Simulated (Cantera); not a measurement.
Feed: 1 mol PbO, a varied amount of H2, 2.6 mol H2O, equilibrated at 1775 K and 16.0 Pa.

Cantera equilibrium calculation (NASA polynomials, part measured and part estimated; ideal gas, pure solids and liquids). Candidate condensed phases: H2O, Pb, PbO, PbO2, Pb3O4; 12 gas species. The numbers say what is thermodynamically allowed, not how fast it happens.

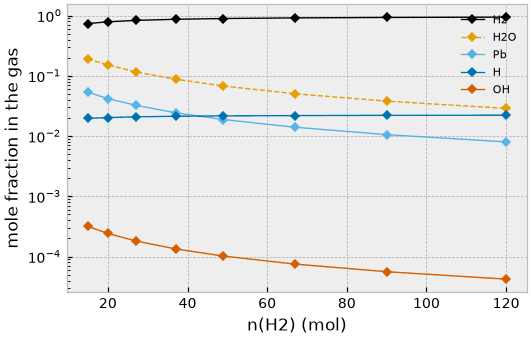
Fig. 1. Equilibrium gas composition (values under 1e-9 drawn at 1e-9)

Problem. Read off the mole fractions at 90 mol H2.

Solution. H2 about 0.93, H2O about 0.038, H about 0.022, Pb about 0.011, OH about 5.6e-5.
